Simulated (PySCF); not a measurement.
## Geometry relaxation of C$_{3}$H$_{9}$AlO (part 2 of 2)

C$_{3}$H$_{9}$AlO, SMILES C[CH2][AlH][O]C; PBE0-D3(BJ)/def2-SVP geometry optimisation, gas phase (PySCF 2.14.0). 

Geometry of the input (Å):
```
C  -2.6294  0.0497  -0.1575
C  -1.2793  -0.1567  -0.8026
Al 0.1106  0.0955  0.6030
O  1.7943  0.0200  0.3840
C  3.1463  -0.0474  0.2109
H  -3.4615  -0.0868  -0.8772
H  -2.7866  -0.5995  0.6833
H  -2.7172  1.0992  0.2108
H  -1.2455  -1.1523  -1.2236
H  -1.1538  0.5300  -1.6409
H  -0.3051  0.3892  2.0654
H  3.5565  -0.9099  0.7526
H  3.3678  -0.1109  -0.8490
H  3.5958  0.8648  0.6331
```

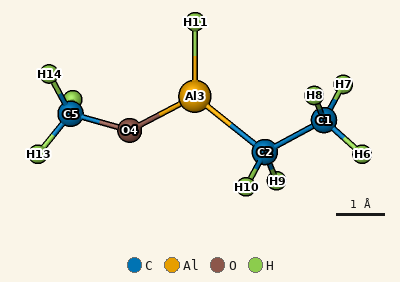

The geometry at step 19 of the log (ball-and-stick view, seen at a tilt; atoms are numbered from 1 in the order of the input).

### Trajectory as extended XYZ, continued
```
14
Properties=species:S:1:pos:R:3:forces:R:3 step=12 energy=-11887.61046
C    -2.7159    0.2106   -0.1276    0.1956   0.1534  -0.0809
C    -1.3206   -0.0888   -0.6951   -0.2188   0.0216   0.0783
Al    0.2071    0.0885    0.5092    0.2376  -0.0063   0.0343
O     1.7478   -0.2436   -0.1454    0.1811  -0.0018   0.1196
C     3.1025   -0.2248    0.1908   -0.3825   0.0506  -0.1038
H    -3.4799    0.2512   -0.9217   -0.0233  -0.0958   0.0365
H    -3.0309   -0.5456    0.6060   -0.0321  -0.0474   0.0197
H    -2.7576    1.1853    0.3887    0.0351  -0.0351  -0.0077
H    -1.2935   -1.1067   -1.1235    0.0125  -0.0134  -0.0443
H    -1.1124    0.5753   -1.5542    0.0363   0.0095  -0.0212
H     0.1548    0.5474    2.0357   -0.0712   0.0086  -0.0158
H     3.3891   -1.0931    0.8109   -0.0270  -0.0224   0.0141
H     3.7117   -0.2596   -0.7257    0.0755  -0.0086  -0.0566
H     3.3907    0.6885    0.7442   -0.0190  -0.0129   0.0279
14
Properties=species:S:1:pos:R:3:forces:R:3 step=13 energy=-11887.61751
C    -2.6988    0.2052   -0.1180    0.0452  -0.0069  -0.0368
C    -1.3228   -0.0893   -0.7220   -0.0537   0.0061   0.0387
Al    0.1951    0.0919    0.4973    0.2643  -0.0243  -0.0165
O     1.7533   -0.2276   -0.1201   -0.0345   0.0136   0.0283
C     3.1065   -0.2155    0.1948   -0.1847   0.0364  -0.0547
H    -3.4975    0.2023   -0.8783    0.0010  -0.0158   0.0067
H    -2.9780   -0.5405    0.6433    0.0054  -0.0002   0.0176
H    -2.7344    1.1885    0.3794    0.0020   0.0032  -0.0146
H    -1.2957   -1.1063   -1.1536   -0.0085  -0.0092  -0.0169
H    -1.1264    0.5766   -1.5830    0.0120   0.0164   0.0054
H     0.0800    0.5413    2.0221   -0.0374   0.0099  -0.0031
H     3.3938   -1.0905    0.8064    0.0021   0.0101   0.0122
H     3.7149   -0.2456   -0.7261   -0.0142  -0.0145  -0.0103
H     3.4028    0.6941    0.7503    0.0011  -0.0248   0.0442
14
Properties=species:S:1:pos:R:3:forces:R:3 step=14 energy=-11887.62054
C    -2.6841    0.2174   -0.1069   -0.0339  -0.0563   0.0010
C    -1.3221   -0.0823   -0.7321    0.0210  -0.0105   0.0103
Al    0.2083    0.0925    0.4729    0.0772  -0.0206  -0.0434
O     1.7505   -0.2481   -0.1670   -0.0776   0.0258   0.0207
C     3.0873   -0.2295    0.1990    0.0131  -0.0178  -0.0368
H    -3.4989    0.2094   -0.8498    0.0040   0.0110  -0.0058
H    -2.9514   -0.5268    0.6613    0.0167   0.0214   0.0130
H    -2.7078    1.2012    0.3893   -0.0134   0.0180  -0.0154
H    -1.3043   -1.0990   -1.1659   -0.0097   0.0017  -0.0054
H    -1.1313    0.5835   -1.5949   -0.0009   0.0155   0.0161
H     0.1011    0.5525    1.9949   -0.0047   0.0107   0.0000
H     3.3562   -1.1087    0.8135    0.0147   0.0056   0.0077
H     3.7307   -0.2516   -0.6989   -0.0148   0.0083   0.0167
H     3.3588    0.6740    0.7771    0.0084  -0.0127   0.0213
14
Properties=species:S:1:pos:R:3:forces:R:3 step=15 energy=-11887.62157
C    -2.6867    0.2084   -0.1129   -0.0394  -0.0356   0.0167
C    -1.3177   -0.0821   -0.7254    0.0351  -0.0168  -0.0024
Al    0.2046    0.0987    0.4901   -0.0342  -0.0016   0.0004
O     1.7470   -0.2327   -0.1394   -0.0249  -0.0005  -0.0275
C     3.0903   -0.2233    0.1926    0.0662  -0.0171   0.0033
H    -3.4971    0.1782   -0.8600    0.0034   0.0053  -0.0060
H    -2.9481   -0.5256    0.6671    0.0113   0.0190   0.0074
H    -2.7264    1.2003    0.3660   -0.0098   0.0131  -0.0123
H    -1.2908   -1.0988   -1.1592   -0.0035   0.0074  -0.0051
H    -1.1239    0.5855   -1.5862   -0.0033   0.0088   0.0120
H     0.0766    0.5523    2.0126    0.0052   0.0104   0.0004
H     3.3727   -1.1079    0.7936   -0.0032  -0.0031  -0.0028
H     3.7114   -0.2404   -0.7207   -0.0031   0.0137   0.0109
H     3.3809    0.6721    0.7742    0.0003  -0.0030   0.0051
14
Properties=species:S:1:pos:R:3:forces:R:3 step=16 energy=-11887.62232
C    -2.6880    0.2078   -0.1114   -0.0200  -0.0111   0.0121
C    -1.3181   -0.0803   -0.7243    0.0211  -0.0124   0.0018
Al    0.2078    0.1008    0.4870   -0.0756   0.0079   0.0145
O     1.7480   -0.2325   -0.1450    0.0135  -0.0041  -0.0326
C     3.0907   -0.2256    0.1915    0.0609  -0.0291   0.0359
H    -3.4990    0.1662   -0.8572    0.0017  -0.0049  -0.0021
H    -2.9431   -0.5181    0.6780    0.0050   0.0104   0.0048
H    -2.7330    1.2053    0.3558   -0.0026   0.0059  -0.0103
H    -1.2906   -1.0967   -1.1588   -0.0012   0.0059  -0.0076
H    -1.1274    0.5887   -1.5847   -0.0007   0.0047   0.0060
H     0.0797    0.5564    2.0093    0.0138   0.0084  -0.0031
H     3.3715   -1.1160    0.7850   -0.0095  -0.0053  -0.0111
H     3.7158   -0.2338   -0.7187   -0.0044   0.0207  -0.0006
H     3.3788    0.6624    0.7857   -0.0021   0.0032  -0.0076
14
Properties=species:S:1:pos:R:3:forces:R:3 step=17 energy=-11887.62411
C    -2.6907    0.2067   -0.1056    0.0203   0.0372  -0.0065
C    -1.3197   -0.0738   -0.7225   -0.0091  -0.0035   0.0033
Al    0.2151    0.1091    0.4772   -0.1091   0.0220   0.0264
O     1.7513   -0.2322   -0.1622    0.0497  -0.0068  -0.0021
C     3.0911   -0.2346    0.1910    0.0371  -0.0481   0.0497
H    -3.5056    0.1215   -0.8435   -0.0034  -0.0204   0.0085
H    -2.9229   -0.4897    0.7160   -0.0082  -0.0103   0.0010
H    -2.7525    1.2223    0.3195    0.0089  -0.0076  -0.0013
H    -1.2899   -1.0892   -1.1590    0.0038  -0.0009  -0.0083
H    -1.1393    0.5982   -1.5825    0.0051  -0.0045  -0.0060
H     0.0908    0.5723    1.9982    0.0310   0.0038  -0.0088
H     3.3684   -1.1474    0.7518   -0.0247  -0.0037  -0.0212
H     3.7258   -0.2067   -0.7113    0.0091   0.0317  -0.0142
H     3.3710    0.6280    0.8254   -0.0106   0.0111  -0.0205
14
Properties=species:S:1:pos:R:3:forces:R:3 step=18 energy=-11887.62544
C    -2.6924    0.2065   -0.1011    0.0350   0.0480  -0.0162
C    -1.3211   -0.0681   -0.7209   -0.0211  -0.0005  -0.0034
Al    0.2194    0.1181    0.4704   -0.0812   0.0244   0.0152
O     1.7529   -0.2314   -0.1754    0.0456  -0.0060   0.0187
C     3.0904   -0.2431    0.1905    0.0013  -0.0464   0.0370
H    -3.5110    0.0788   -0.8287   -0.0048  -0.0188   0.0117
H    -2.9045   -0.4624    0.7483   -0.0122  -0.0182  -0.0009
H    -2.7697    1.2362    0.2854    0.0111  -0.0118   0.0063
H    -1.2878   -1.0831   -1.1582    0.0053  -0.0045  -0.0012
H    -1.1478    0.6046   -1.5819    0.0058  -0.0088  -0.0094
H     0.1063    0.5891    1.9899    0.0314   0.0023  -0.0080
H     3.3640   -1.1777    0.7160   -0.0181  -0.0023  -0.0198
H     3.7334   -0.1770   -0.7038    0.0083   0.0323  -0.0131
H     3.3609    0.5941    0.8619   -0.0065   0.0103  -0.0168
14
Properties=species:S:1:pos:R:3:forces:R:3 step=19 energy=-11887.62684
C    -2.6932    0.2077   -0.0969    0.0294   0.0315  -0.0135
C    -1.3226   -0.0629   -0.7196   -0.0192  -0.0007  -0.0131
Al    0.2220    0.1293    0.4646   -0.0198   0.0213  -0.0063
O     1.7526   -0.2312   -0.1874    0.0225  -0.0098   0.0400
C     3.0876   -0.2533    0.1906   -0.0306  -0.0212  -0.0096
H    -3.5161    0.0318   -0.8093   -0.0045  -0.0045   0.0067
H    -2.8842   -0.4294    0.7818   -0.0102  -0.0169  -0.0036
H    -2.7870    1.2509    0.2467    0.0075  -0.0088   0.0127
H    -1.2848   -1.0790   -1.1542    0.0046  -0.0064   0.0108
H    -1.1549    0.6071   -1.5838    0.0023  -0.0106  -0.0083
H     0.1296    0.6114    1.9814    0.0168   0.0033  -0.0035
H     3.3609   -1.2135    0.6666   -0.0065  -0.0022  -0.0098
H     3.7372   -0.1349   -0.6939    0.0085   0.0240  -0.0021
H     3.3459    0.5506    0.9060   -0.0010   0.0009  -0.0005
14
Properties=species:S:1:pos:R:3:forces:R:3 step=20 energy=-11887.62797
C    -2.6927    0.2113   -0.0937    0.0121   0.0046  -0.0021
C    -1.3245   -0.0617   -0.7194   -0.0092  -0.0032  -0.0144
Al    0.2231    0.1373    0.4590    0.0368   0.0177  -0.0234
O     1.7513   -0.2341   -0.1964   -0.0018  -0.0136   0.0424
C     3.0839   -0.2611    0.1907   -0.0450   0.0067  -0.0425
H    -3.5200    0.0045   -0.7925   -0.0022   0.0113  -0.0027
H    -2.8705   -0.4032    0.8041   -0.0045  -0.0098  -0.0068
H    -2.7943    1.2625    0.2213    0.0023  -0.0029   0.0142
H    -1.2851   -1.0809   -1.1468    0.0019  -0.0061   0.0188
H    -1.1592    0.6016   -1.5892   -0.0027  -0.0097  -0.0057
H     0.1528    0.6311    1.9726   -0.0041   0.0057   0.0011
H     3.3612   -1.2414    0.6202    0.0066  -0.0045  -0.0006
H     3.7386   -0.0925   -0.6823    0.0049   0.0135   0.0080
H     3.3284    0.5110    0.9448    0.0050  -0.0094   0.0137
14
Properties=species:S:1:pos:R:3:forces:R:3 step=21 energy=-11887.62968
C    -2.6906    0.2208   -0.0888   -0.0175  -0.0314   0.0188
C    -1.3280   -0.0645   -0.7192    0.0083  -0.0082  -0.0070
Al    0.2251    0.1472    0.4486    0.1046   0.0134  -0.0427
O     1.7487   -0.2437   -0.2099   -0.0340  -0.0204   0.0382
C     3.0772   -0.2728    0.1909   -0.0454   0.0470  -0.0753
H    -3.5256   -0.0211   -0.7669    0.0018   0.0313  -0.0175
H    -2.8540   -0.3620    0.8331    0.0039   0.0013  -0.0120
H    -2.7964    1.2817    0.1887   -0.0047   0.0055   0.0135
H    -1.2903   -1.0916   -1.1280   -0.0026  -0.0040   0.0246
H    -1.1651    0.5823   -1.6018   -0.0097  -0.0078  -0.0031
H     0.1893    0.6636    1.9552   -0.0354   0.0091   0.0072
H     3.3705   -1.2806    0.5366    0.0189  -0.0088   0.0081
H     3.7374   -0.0134   -0.6562    0.0022  -0.0035   0.0186
H     3.2950    0.4389    1.0100    0.0095  -0.0235   0.0286
14
Properties=species:S:1:pos:R:3:forces:R:3 step=22 energy=-11887.63213
C    -2.6867    0.2399   -0.0826   -0.0519  -0.0659   0.0443
C    -1.3338   -0.0749   -0.7179    0.0284  -0.0148   0.0127
Al    0.2288    0.1570    0.4325    0.1696   0.0061  -0.0605
O     1.7450   -0.2653   -0.2275   -0.0697  -0.0263   0.0196
C     3.0680   -0.2894    0.1903   -0.0307   0.1034  -0.0754
H    -3.5329   -0.0323   -0.7349    0.0070   0.0490  -0.0346
H    -2.8386   -0.3035    0.8656    0.0137   0.0131  -0.0180
H    -2.7869    1.3114    0.1515   -0.0113   0.0141   0.0099
H    -1.3046   -1.1161   -1.0905   -0.0084  -0.0001   0.0250
H    -1.1721    0.5401   -1.6227   -0.0176  -0.0046  -0.0018
H     0.2378    0.7098    1.9260   -0.0716   0.0115   0.0149
H     3.4000   -1.3217    0.3999    0.0290  -0.0116   0.0077
H     3.7273    0.1157   -0.5993    0.0006  -0.0345   0.0184
H     3.2418    0.3141    1.1020    0.0129  -0.0394   0.0377
14
Properties=species:S:1:pos:R:3:forces:R:3 step=23 energy=-11887.63565
C    -2.6840    0.2553   -0.0817   -0.0655  -0.0714   0.0477
C    -1.3376   -0.0915   -0.7135    0.0348  -0.0175   0.0330
Al    0.2294    0.1564    0.4277    0.1714  -0.0015  -0.0528
O     1.7424   -0.2832   -0.2275   -0.0800  -0.0171  -0.0167
C     3.0657   -0.2929    0.1865   -0.0065   0.1131  -0.0192
H    -3.5355    0.0013   -0.7345    0.0107   0.0470  -0.0364
H    -2.8492   -0.2851    0.8662    0.0190   0.0178  -0.0171
H    -2.7613    1.3286    0.1529   -0.0119   0.0155   0.0025
H    -1.3205   -1.1441   -1.0533   -0.0118   0.0030   0.0146
H    -1.1717    0.4945   -1.6364   -0.0187  -0.0004  -0.0012
H     0.2514    0.7327    1.9121   -0.0803   0.0120   0.0142
H     3.4332   -1.3267    0.3120    0.0318  -0.0116  -0.0012
H     3.7111    0.2004   -0.5638   -0.0051  -0.0483   0.0037
H     3.2197    0.2389    1.1457    0.0121  -0.0406   0.0288
14
Properties=species:S:1:pos:R:3:forces:R:3 step=24 energy=-11887.64089
C    -2.6808    0.2717   -0.0842   -0.0528  -0.0316   0.0250
C    -1.3409   -0.1216   -0.7030    0.0291  -0.0185   0.0454
Al    0.2299    0.1460    0.4300    0.0671  -0.0079  -0.0124
O     1.7418   -0.3028   -0.2144   -0.0532   0.0141  -0.0434
C     3.0697   -0.2828    0.1796    0.0627   0.0228   0.0464
H    -3.5284    0.0961   -0.7674    0.0098   0.0165  -0.0134
H    -2.8930   -0.3010    0.8340    0.0123   0.0148  -0.0046
H    -2.7087    1.3365    0.1981   -0.0081   0.0083  -0.0069
H    -1.3465   -1.1867   -1.0014   -0.0076   0.0066  -0.0126
H    -1.1665    0.4274   -1.6468   -0.0061   0.0023  -0.0018
H     0.2278    0.7450    1.9067   -0.0450   0.0096  -0.0002
H     3.4764   -1.3079    0.2465    0.0118  -0.0081  -0.0105
H     3.6898    0.2672   -0.5517   -0.0152  -0.0161  -0.0068
H     3.2223    0.1977    1.1663   -0.0049  -0.0126  -0.0040
14
Properties=species:S:1:pos:R:3:forces:R:3 step=25 energy=-11887.64221
C    -2.6829    0.2724   -0.0821   -0.0134   0.0008   0.0031
C    -1.3410   -0.1278   -0.6944    0.0066  -0.0093   0.0314
Al    0.2330    0.1493    0.4321    0.0105  -0.0042   0.0021
O     1.7434   -0.3028   -0.2113   -0.0233   0.0052  -0.0304
C     3.0744   -0.2830    0.1737    0.0448   0.0100   0.0518
H    -3.5275    0.0875   -0.7664    0.0023   0.0004  -0.0010
H    -2.8950   -0.2849    0.8451    0.0011   0.0017  -0.0008
H    -2.7131    1.3421    0.1822    0.0004   0.0000  -0.0010
H    -1.3489   -1.1953   -0.9838   -0.0032   0.0033  -0.0115
H    -1.1686    0.4122   -1.6438    0.0000  -0.0022  -0.0044
H     0.2148    0.7582    1.9050   -0.0158   0.0043  -0.0028
H     3.4968   -1.3043    0.1893   -0.0071   0.0033  -0.0215
H     3.6799    0.3106   -0.5348    0.0010  -0.0127  -0.0097
H     3.2276    0.1506    1.1816   -0.0040  -0.0006  -0.0054
14
Properties=species:S:1:pos:R:3:forces:R:3 step=26 energy=-11887.64250
C    -2.6851    0.2686   -0.0792    0.0096   0.0121  -0.0076
C    -1.3408   -0.1293   -0.6893   -0.0061  -0.0063   0.0104
Al    0.2340    0.1510    0.4351   -0.0092  -0.0020   0.0041
O     1.7452   -0.2958   -0.2100    0.0026   0.0191  -0.0066
C     3.0787   -0.2795    0.1695    0.0139  -0.0227   0.0195
H    -3.5272    0.0802   -0.7654   -0.0019  -0.0053   0.0040
H    -2.8967   -0.2857    0.8496   -0.0027  -0.0043   0.0014
H    -2.7186    1.3393    0.1809    0.0032  -0.0025   0.0023
H    -1.3477   -1.1960   -0.9817   -0.0014   0.0000  -0.0048
H    -1.1698    0.4118   -1.6385    0.0020  -0.0018  -0.0029
H     0.2023    0.7609    1.9074    0.0043   0.0018  -0.0018
H     3.4974   -1.3023    0.1785   -0.0045   0.0003  -0.0066
H     3.6830    0.3112   -0.5423   -0.0042   0.0065  -0.0040
H     3.2383    0.1504    1.1778   -0.0056   0.0051  -0.0074
```

### Results in brief

```json
{"quantity": "outcome", "value": "converged"}
{"quantity": "total energy", "value": "−436.862808 hartree"}
{"quantity": "dipole moment", "value": "0.16 D"}
{"quantity": "point group", "value": "C1"}
{"quantity": "hardware", "value": "1 CPU thread, shared host"}
{"quantity": "wall time", "value": "2.1 min"}
{"quantity": "peak memory", "value": "0.5 GiB"}
```
